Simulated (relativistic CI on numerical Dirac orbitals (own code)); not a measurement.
Relativistic CI calculation for Ba³⁺

Ba³⁺. Computed at this level: Dirac-Coulomb-Breit CI, KLI orbitals optimised for each configuration, model QED (radiative potential, 1s self-energy scaled to tabulated hydrogen-like ionisation energies), valence Slater integrals scaled by 0.85, configuration energies shifted to the measured levels that pair with them (semi-empirical) (relativistic CI on numerical Dirac orbitals, in-house).

Key numbers:

- outcome: converged
- lowest level: 5s² 5p⁵ ²P°₃/₂
- first excited level: 5s² 5p⁵ ²P°₁/₂, 17,312 cm⁻¹
- levels computed: 3004
- SCF iterations: 283
- hardware: 1 thread of Arm Neoverse V1, 24 GiB of memory available, shared host
- wall time: 6.6 s

Remarks:

Limits: shifts are fitted to measured levels, configurations with none paired borrow a shift and can be misplaced by tens of thousands of cm⁻¹; rates and lifetimes follow the computed energies and can be off by orders of magnitude; one shift a configuration: terms inside it, and wavelengths, can be off by thousands of cm⁻¹; the fine structure of a weakly bound d or f electron outside closed shells is too small or inverted; only a limited list of configurations is included, so lower levels can be missing; only lines among the lowest 400 of 3004 levels are drawn, so those from 5s² 5p³ 4f 5d and 5s² 5p³ 5d² are incomplete.

Input file:
```
atom Ba  Z=56  charge=3  electrons=53
nucleus A=138  rms_radius_fm=4.8378
hamiltonian dirac-coulomb  breit=on  qed=on  c_scale=1
orbitals kli  potential=per-configuration
slater_scale 0.85
correlation fit
mixing on
configurations
  [Kr] 4d10 5s2 5p5
  [Kr] 4d9 5s2 5p6
  [Kr] 4d10 5s 5p6
  [Kr] 4d10 5s2 5p4 5d
  [Kr] 4d10 5s2 5p3 5d2
  [Kr] 4d10 4f2 5s2 5p3
  [Kr] 4d10 5s2 5p4 5f
  [Kr] 4d10 4f 5s2 5p4
  [Kr] 4d10 5s 5p5 5d
  [Kr] 4d10 5s2 5p4 6s
  [Kr] 4d10 5s2 5p4 6p
  [Kr] 4d10 4f 5s2 5p3 5d
  [Kr] 4d10 5s 5p5 5f
  [Kr] 4d10 5s2 5p4 6d
  [Kr] 4d10 5s2 5p3 5f2
  [Kr] 4d10 5s2 5p4 7s
  [Kr] 4d10 5s2 5p4 7p
  [Kr] 4d10 5p5 5d2
  [Kr] 4d10 4f2 5p5
  [Kr] 4d10 5s2 5p4 5g
  [Kr] 4d10 5s2 5p4 7d
  [Kr] 4d10 5s2 5p4 6f
  [Kr] 4d10 4f 5s 5p5
  [Kr] 4d10 5s 5p5 6p
  [Kr] 4d10 4f 5s2 5p3 5f
  [Kr] 4d10 5s 5p5 6s
  [Kr] 4d10 5s2 5p3 5d 5f
  [Kr] 4d10 4f 5s 5p4 5d
  [Kr] 4d10 5s 5p4 5d2
  [Kr] 4d10 5p6 5d
end
```

Launched within a batch (the task file carries these settings):
```bash
python <driver script> task.json out
```

The program writes its results to a structured record and prints no log; tables and figures of this report are taken from that record.

The lowest 45 levels:

```tsv
Configuration	Level	E (cm⁻¹)	LS purity (%)	Landé g	Lifetime (s; – stable or not computed)
5s² 5p⁵	²P°₃/₂	0	97	1.334	–
5s² 5p⁵	²P°₁/₂	17,310	96	0.665	1.1×10⁻²
5s 5p⁶	²S₁/₂	125,800	65	2.008	2.2×10⁻⁹
5s² 5p⁴ 5d	⁴D₅/₂	144,000	75	1.339	3.9×10⁻⁸
5s² 5p⁴ 5d	[(5p₃/₂)² 5d₃/₂] J = 3/2	144,500	64	1.201	2.5×10⁻⁷
5s² 5p⁴ 5d	⁴D₇/₂	144,700	78	1.383	–
5s² 5p⁴ 5d	J = 1/2 (even, mixed)	145,900	48	0.530	5.8×10⁻⁷
5s² 5p⁴ 5d	[(5p₃/₂)² 5d₅/₂] J = 9/2	151,100	82	1.298	–
5s² 5p⁴ 5d	[(5p₃/₂)² 5d₃/₂] J = 7/2	153,800	43	1.123	–
5s² 5p⁴ 5d	J = 1/2 (even, mixed)	157,900	47	1.322	1.2×10⁻⁹
5s² 5p⁴ 5d	J = 3/2 (even, mixed)	158,000	42	1.213	2.8×10⁻⁹
5s² 5p⁴ 5d	[5p₁/₂ (5p₃/₂)³ 5d₃/₂] J = 1/2	159,100	49	1.455	3.1×10⁻⁹
5s² 5p⁴ 4f	⁴F°₇/₂	160,900	79	1.220	2.0×10⁻⁷
5s² 5p⁴ 4f	⁴F°₅/₂	161,300	72	1.033	1.9×10⁻⁷
5s² 5p⁴ 4f	⁴F°₉/₂	161,500	80	1.301	2.1×10⁻⁷
5s² 5p⁴ 5d	⁴F₅/₂	162,300	77	1.051	1.3×10⁻⁹
5s² 5p⁴ 4f	⁴F°₃/₂	162,800	64	0.572	1.7×10⁻⁷
5s² 5p⁴ 5d	⁴F₃/₂	162,900	55	0.722	1.4×10⁻⁹
5s² 5p⁴ 5d	[(5p₃/₂)² 5d₅/₂] J = 5/2	163,300	54	1.375	6.9×10⁻⁹
5s² 5p⁴ 5d	[5p₁/₂ (5p₃/₂)³ 5d₃/₂] J = 3/2	163,600	24	1.061	5.0×10⁻⁸
5s² 5p⁴ 5d	[5p₁/₂ (5p₃/₂)³ 5d₅/₂] J = 7/2	165,700	46	1.225	8.8×10⁻⁴
5s² 5p⁴ 4f	[(5p₃/₂)² 4f₇/₂] J = 11/2	168,400	76	1.235	1.5×10⁻⁷
5s² 5p⁴ 5d	[5p₁/₂ (5p₃/₂)³ 5d₅/₂] J = 3/2	168,400	48	1.288	1.6×10⁻⁸
5s² 5p⁴ 4f	[(5p₃/₂)² 4f₅/₂] J = 9/2	169,600	45	1.076	2.1×10⁻⁷
5s² 5p⁴ 4f	[(5p₃/₂)² 4f₅/₂] J = 1/2	169,900	71	0.168	4.4×10⁻⁸
5s² 5p⁴ 5d	[5p₁/₂ (5p₃/₂)³ 5d₅/₂] J = 5/2	170,100	43	1.223	7.0×10⁻⁹
5s² 5p⁴ 4f	[(5p₃/₂)² 4f₇/₂] J = 3/2	172,200	43	1.133	4.4×10⁻⁸
5s² 5p⁴ 5d	²F₅/₂	173,000	65	0.992	7.5×10⁻⁹
5s² 5p⁴ 4f	[(5p₃/₂)² 4f₇/₂] J = 5/2	173,400	56	1.050	1.9×10⁻⁷
5s² 5p⁴ 5d	[5p₁/₂ (5p₃/₂)³ 5d₃/₂] J = 7/2	173,500	68	0.970	–
5s² 5p⁴ 5d	[5p₁/₂ (5p₃/₂)³ 5d₅/₂] J = 9/2	174,300	81	1.147	–
5s² 5p⁴ 4f	J = 7/2 (odd, mixed)	175,400	35	1.068	2.2×10⁻⁷
5s² 5p⁴ 4f	[5p₁/₂ (5p₃/₂)³ 4f₅/₂] J = 3/2	177,500	44	0.747	1.4×10⁻⁷
5s² 5p⁴ 5d	²F₅/₂	178,500	68	0.962	1.2×10⁻⁹
5s² 5p⁴ 4f	⁴G°₅/₂	180,000	67	0.706	1.5×10⁻⁷
5s² 5p⁴ 4f	J = 7/2 (odd, mixed)	180,200	45	1.131	1.2×10⁻⁷
5s² 5p⁴ 4f	[5p₁/₂ (5p₃/₂)³ 4f₇/₂] J = 9/2	181,400	53	1.174	1.8×10⁻⁷
5s² 5p⁴ 4f	[5p₁/₂ (5p₃/₂)³ 4f₅/₂] J = 5/2	181,800	32	1.070	1.3×10⁻⁷
5s² 5p⁴ 5d	²F₇/₂	182,300	88	1.140	–
5s² 5p⁴ 4f	[5p₁/₂ (5p₃/₂)³ 4f₇/₂] J = 5/2	185,900	67	1.195	1.2×10⁻⁷
5s² 5p⁴ 4f	[5p₁/₂ (5p₃/₂)³ 4f₇/₂] J = 7/2	186,000	52	1.244	1.2×10⁻⁷
5s² 5p⁴ 6s	⁴P₅/₂	187,300	85	1.549	2.3×10⁻⁹
5s² 5p⁴ 4f	²G°₇/₂	187,600	61	0.976	2.5×10⁻⁷
5s² 5p⁴ 4f	[5p₁/₂ (5p₃/₂)³ 4f₅/₂] J = 9/2	187,600	69	0.970	3.2×10⁻⁷
5s² 5p⁴ 4f	[5p₁/₂ (5p₃/₂)³ 4f₇/₂] J = 11/2	188,100	76	1.129	3.0×10⁻⁷
```

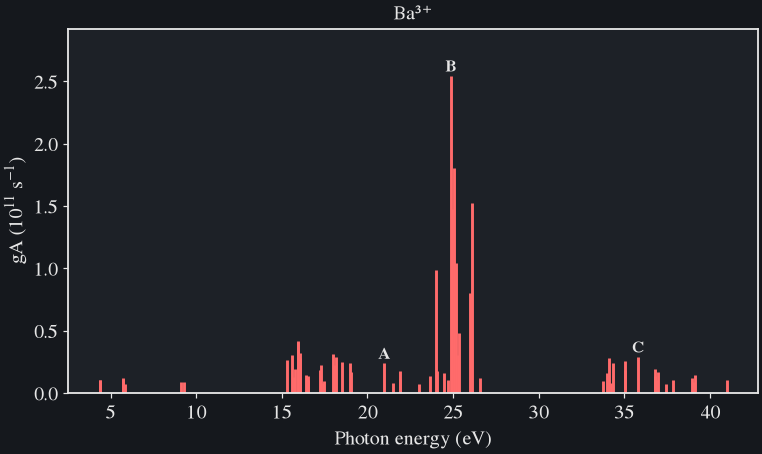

*The stronger electric dipole lines (weighted rates gA) for Ba³⁺.*

A: 5s² 5p³ 5d² ⁴G°₁₁/₂ → 5s² 5p⁴ 5d [(5p₃/₂)² 5d₅/₂] J = 9/2, 20.99 eV, gA = 2.4×10¹⁰ s⁻¹; B: 5s² 5p⁴ 5d ²D₅/₂ → 5s² 5p⁵ ²P°₃/₂, 24.86 eV, gA = 2.5×10¹¹ s⁻¹; C: 5s² 5p⁴ 6d [5p₁/₂ (5p₃/₂)³ 6d₃/₂] J = 5/2 → 5s² 5p⁵ ²P°₃/₂, 35.78 eV, gA = 2.9×10¹⁰ s⁻¹. The strongest, B, lies in the extreme ultraviolet region.
